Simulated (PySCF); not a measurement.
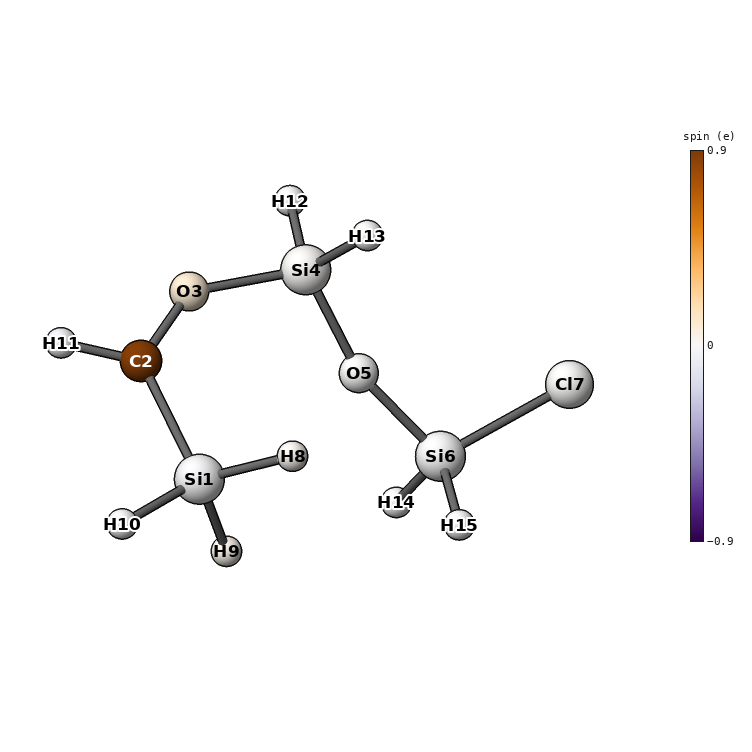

Atoms are coloured by their Mulliken spin populations. The species is neutral and a spin doublet. The geometry was computed by an optimisation with GFN2-xTB. No frequency run is at hand to confirm it as a minimum. Properties computed with UKS B3LYP, pcH-1 on C Cl H O Si, non-relativistic (PySCF 2.14.0).

Which atom carries the largest spin population?

Answer. C2 (0.88 e).

Which atom has the lowest spin population?

Answer. H11 (−0.04 e); a negative value comes from spin polarisation.

List the Mulliken spin populations.

| atom | value (e) |
| --- | --- |
| Si1 | −0.02 |
| C2 | 0.88 |
| O3 | 0.10 |
| Si4 | 0.01 |
| O5 | 0.00 |
| Si6 | 0.00 |
| Cl7 | 0.00 |
| H8 | 0.03 |
| H9 | 0.04 |
| H10 | 0.00 |
| H11 | −0.04 |
| H12 | 0.00 |
| H13 | 0.01 |
| H14 | 0.00 |
| H15 | 0.00 |

Mulliken values depend strongly on the basis set. The geometry is semi-empirical. Around Si such bond lengths and angles can be off by a tenth of an ångström or more and by several degrees, and values that hang on the shape move with them.
